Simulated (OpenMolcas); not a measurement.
Run report: C$_{2}$H$_{3}$B, energy and gradient calculation (part 1 of 2)

System: C$_{2}$H$_{3}$B.
Method: PBE0/def2-SVP, RKS (OpenMolcas 26.06).

The geometry comes from this level: GFN2-xTB.

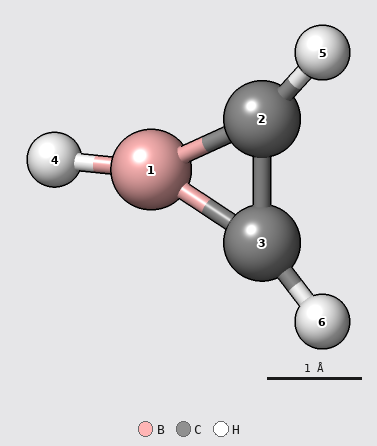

Fig. 1: The structure (ball-and-stick view, seen at a tilt; atoms are numbered from 1 in the order of the input).

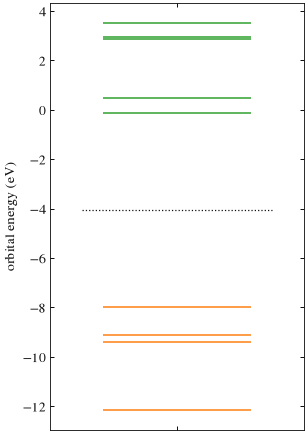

Fig. 2: Orbital energies near the frontier; the dotted line parts filled from empty levels, and levels within 0.02 eV of each other stand side by side. Highest filled −7.98 eV, lowest empty −0.12 eV, 7.86 eV apart.

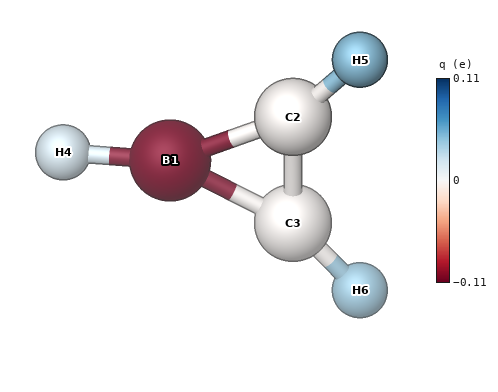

Fig. 3: Mulliken charges, as the colour of each atom (ball-and-stick view, seen at a tilt; atoms are numbered from 1 in the order of the input). By element: B −0.10, C 0.00 and H +0.02 to +0.04 e.

The input and output of the run follow.

The input:
```
&gateway
 baslib = $CurrDir
 basisset
 B.def2-SVP....
 B1 -0.897340 0.053910 -0.232670 angstrom
 End of Basis
 basisset
 C.def2-SVP....
 C2 0.544820 -0.084810 -0.554930 angstrom
 C3 0.213770 0.039360 0.751280 angstrom
 End of Basis
 basisset
 H.def2-SVP....
 H4 -2.010150 0.120770 -0.520510 angstrom
 H5 1.434170 -0.200370 -1.140930 angstrom
 H6 0.714730 0.071130 1.697750 angstrom
 End of Basis

&seward
 gridinput
 Grid=UltraFine
 End of Grid

&scf
 ksdft = PBE0
 thresholds = 1e-10 1e-07 1e-07 1e-05
 prorbitals = 1 2

&alaska
```

Launch command:
```bash
export MOLCAS_MEM=1860
pymolcas calc.input > calc.log
```

Output:
```
--- Start Module: gateway ---

                                              &GATEWAY

                       available to each process: 1.9 GB of memory, 1 thread

 Basis Set     1 Label: B.DEF2-SVP....
 Basis set is read from library:.
 basistype.tbl is not found

 Basis Set     2 Label: C.DEF2-SVP....
 Basis set is read from library:.
 basistype.tbl is not found

 Basis Set     3 Label: H.DEF2-SVP....
 Basis set is read from library:.
 basistype.tbl is not found

++    Symmetry information:
      ---------------------

                    Character Table for C1

                             E
                    a        1  x, y, xy, Rz, z, xz, Ry, yz, Rx, I
--

++    Basis set information:
      ----------------------

      Basis set label: B.DEF2-SVP.........

      Electronic valence basis set:
      ------------------
      Associated Effective Charge   5.000000 au
      Associated Actual Charge      5.000000 au
      Nuclear Model: Point charge

      Shell  nPrim  nBasis  Cartesian Spherical Contaminant
         s       7       3        X
         p       4       2        X
         d       1       1                 X

      Basis set label: C.DEF2-SVP.........

      Electronic valence basis set:
      ------------------
      Associated Effective Charge   6.000000 au
      Associated Actual Charge      6.000000 au
      Nuclear Model: Point charge

      Shell  nPrim  nBasis  Cartesian Spherical Contaminant
         s       7       3        X
         p       4       2        X
         d       1       1                 X

      Basis set label: H.DEF2-SVP.........

      Electronic valence basis set:
      ------------------
      Associated Effective Charge   1.000000 au
      Associated Actual Charge      1.000000 au
      Nuclear Model: Point charge

      Shell  nPrim  nBasis  Cartesian Spherical Contaminant
         s       4       2        X
         p       1       1        X
--

++    Molecular structure info:
      -------------------------

                    ************************************************
                    **** Cartesian Coordinates / bohr, angstrom ****
                    ************************************************

     Center  Label                x              y              z                     x              y              z
        1      B1              -1.695727       0.101875      -0.439683             -0.897340       0.053910      -0.232670
        2      C2               1.029561      -0.160268      -1.048666              0.544820      -0.084810      -0.554930
        3      C3               0.403967       0.074380       1.419713              0.213770       0.039360       0.751280
        4      H4              -3.798633       0.228222      -0.983621             -2.010150       0.120770      -0.520510
        5      H5               2.710189      -0.378644      -2.156045              1.434170      -0.200370      -1.140930
        6      H6               1.350644       0.134416       3.208283              0.714730       0.071130       1.697750

                    ***************************************
                    *    InterNuclear Distances / bohr    *
                    ***************************************

               1 B1            2 C2            3 C3            4 H4            5 H5            6 H6
    1 B1       0.000000
    2 C2       2.804776        0.000000
    3 C3       2.804786        2.557210        0.000000
    4 H4       2.175787        4.844235        4.843710        0.000000
    5 H5       4.752777        2.024472        4.279012        6.641357        0.000000
    6 H6       4.752797        4.279199        2.024545        6.640475        5.557662        0.000000

                    *******************************************
                    *    InterNuclear Distances / angstrom    *
                    *******************************************

               1 B1            2 C2            3 C3            4 H4            5 H5            6 H6
    1 B1       0.000000
    2 C2       1.484224        0.000000
    3 C3       1.484229        1.353217        0.000000
    4 H4       1.151377        2.563459        2.563181        0.000000
    5 H5       2.515061        1.071305        2.264355        3.514455        0.000000
    6 H6       2.515072        2.264454        1.071343        3.513988        2.940988        0.000000

                    **************************************
                    *    Valence Bond Angles / degree    *
                    **************************************
                          Atom centers                 Phi
                      2 C2       1 B1       3 C3        54.24
                      2 C2       1 B1       4 H4       152.91
                      3 C3       1 B1       4 H4       152.85
                      1 B1       2 C2       3 C3        62.88
                      1 B1       2 C2       5 H5       159.31
                      3 C3       2 C2       5 H5       137.82
                      1 B1       3 C3       2 C2        62.88
                      1 B1       3 C3       6 H6       159.30
                      2 C2       3 C3       6 H6       137.82

           ***************************************************************
           *              Valence Dihedral Angles / degree               *
           ***************************************************************
                    Atom centers                       Phi1     Phi2     Theta
           3 C3       1 B1       2 C2       5 H5         54.24   159.31   179.85
           4 H4       1 B1       2 C2       5 H5        152.91   159.31    -0.15
           2 C2       1 B1       3 C3       6 H6         54.24   159.30   179.90
           4 H4       1 B1       3 C3       6 H6        152.85   159.30    -0.10
           3 C3       2 C2       1 B1       4 H4         62.88   152.91   180.00
           1 B1       2 C2       3 C3       6 H6         62.88   137.82  -179.95
           5 H5       2 C2       3 C3       6 H6        137.82   137.82     0.13
           2 C2       3 C3       1 B1       4 H4         62.88   152.85  -180.00
           1 B1       3 C3       2 C2       5 H5         62.88   137.82  -179.92
--

            Nuclear Potential Energy             51.56202487 au

--- Stop Module: gateway /rc=_RC_ALL_IS_WELL_ ---

--- Start Module: seward ---

                                              &SEWARD

                       available to each process: 1.9 GB of memory, 1 thread

               SEWARD will generate:
                  Multipole Moment integrals up to order  2
                  Kinetic Energy integrals
                  Nuclear Attraction integrals (point charge)
                  One-Electron Hamiltonian integrals
                  Velocity integrals
                  Orbital angular momentum around ( -0.0316   0.0020  -0.0084 )
                  Velocity quadrupole around ( -0.0316   0.0020  -0.0084 )
                  Two-Electron Repulsion integrals

                   Integrals are discarded if absolute value <: 1.00E-14
                   Integral cutoff threshold is set to       <: 1.00E-16

            Nuclear Potential Energy             51.56202487 au

      Basis set specifications :
      Symmetry species         a
      Basis functions           57

--- Stop Module: seward /rc=_RC_ALL_IS_WELL_ ---
--- Module seward spent 1 second ---

--- Start Module: scf ---

                                                &SCF

                       available to each process: 1.9 GB of memory, 1 thread

 ###############################################################################
 ###     Minimized-density-differences option turned off!                    ###
 ###############################################################################
++    Input section:
      --------------

      Header of the integral files:

      Cartesian coordinates in angstrom:
      -----------------------------------------------------
      No.  Label        X            Y            Z
      -----------------------------------------------------
       1   B1        -0.89734000   0.05391000  -0.23267000
       2   C2         0.54482000  -0.08481000  -0.55493000
       3   C3         0.21377000   0.03936000   0.75128000
       4   H4        -2.01015000   0.12077000  -0.52051000
       5   H5         1.43417000  -0.20037000  -1.14093000
       6   H6         0.71473000   0.07113000   1.69775000
      -----------------------------------------------------
      Nuclear repulsion energy =   51.56202487
--

++    Orbital specifications:
      -----------------------

      Symmetry species               1
                                     a
      Frozen orbitals                0
      Occupied orbitals             10
      Secondary orbitals            47
      Deleted orbitals               0
      Total number of orbitals      57
      Number of basis functions     57
--

      Molecular charge                           0.000

      Numerical integration parameters
      --------------------------------
      Radial quadrature type:                         MHL
      Size of radial grid:                            99
      Lebedev angular grid:                           41
      Angular grid pruned with the crowding factor:  1.00E+10
                                 and fading factor:  1.00E+01
      Screening threshold for integral computation:   1.00E-11
      Radial quadrature accuracy:                     1.00E-25
      Maximum batch size:                             128
      AO values are stored on disk
      The same grid will be used for all iterations.

      DFT functional specifications
      -----------------------------
      Using Libxc version: 6.2.2
      Please cite the following reference:
      S. Lehtola, C. Steigemann, M. J.T. Oliveira, and M. A.L. Marques.,  SoftwareX 7, 1–5 (2018) doi:10.1016/j.softx.2017.11.002

      * PBEH (PBE0)

++    Optimization specifications:
      ----------------------------

      SCF Algorithm: Conventional
      D(i)-D(i-1) density differences are used
      Number of density matrices in core                 5
      Maximum number of NDDO SCF iterations            400
      Maximum number of HF SCF iterations              400
      Threshold for SCF energy change             1.00E-10
      Threshold for density matrix                1.00E-07
      Threshold for Fock matrix                   1.00E-07
      Threshold for linear dependence             1.00E-09
      Threshold at which DIIS is turned on        1.50E-01
      Maximum depth in the DIIS procedure                5
      Maximum depth in the BFGS Hessian update          30
      Threshold at which QNR/C2DIIS is turned on  7.50E-02
      Threshold for Norm(delta) (QNR/C2DIIS)      1.00E-05
      All orbitals punched on: SCFORB
--

      Input vectors read from INPORB
      Orbital file label: *Guess orbitals

++ Convergence information
                                   PBE0       iterations: Energy and convergence statistics
```
